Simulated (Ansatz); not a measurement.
# Scan of one atom of the cell for Re (hcp, Mg type)

Starting cell, Re (hcp, Mg type):

```yaml
crystal:
  lattice:
    - [2.77518, 0.00000, 0.00000]
    - [-1.38759, 2.40338, 0.00000]
    - [0.00000, 0.00000, 4.48302]
  atoms:
    - { symbol: Re, position: [0.33333, 0.66667, 0.75000] }
    - { symbol: Re, position: [0.66667, 0.33333, 0.25000] }
```

In each cell atom 2 (Re, nearest neighbour Re at 2.755 Å; its periodic images, 2.8 Å or more away, move with it) moves by s·(0.707, 0.707, 0.000) (along Cartesian [110]), the rest being held.

Level of theory: PBE (plane waves to 420 eV, PAW, scalar-relativistic; Ansatz, a program for electronic structure). k mesh 15×15×9 (Γ-centred), Fermi-Dirac smearing 0.05 eV. The energy includes the smearing's −TS. With partly filled bands, energies and forces of such displacements shift with the k mesh and the smearing. Re is run without spin polarisation. Re was relaxed with its symmetry unable to fall. Spin-orbit coupling is left out, though Re is heavy. The PAW data are Ansatz's earlier set. The zero of ΔE is the undisplaced structure.

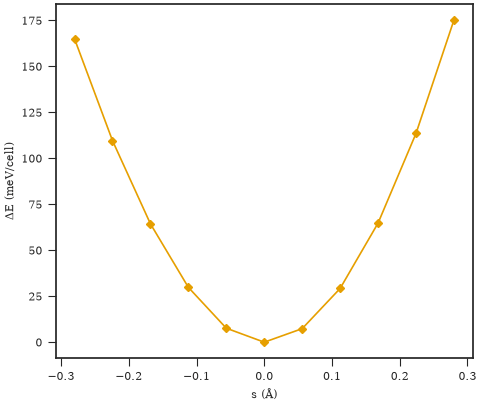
Figure: ΔE (meV/cell) against s (Å); markers are the computed points, lines only join them.

The force along the line at s = -0.280 Å comes out as 1.07 eV/Å and the zone-centre optical wavenumber from k comes out as 119 cm⁻¹. The energy at s = 0.280 Å is 175 meV/cell. Harmonic estimate at the end of the scan: ½ks² = 189 meV/cell against the computed 175 meV/cell, so the well is softer than harmonic there. Shape of the curve: a single well with its minimum at or next to zero displacement.

Reduced mass μ = 93.10 u; ν̃ = 521.5·√(k/μ) with k = 4.82 eV/Å².

(A displaced cell: forces are minus the slopes of the energy, force constants its curvatures, and phonons follow from these.)
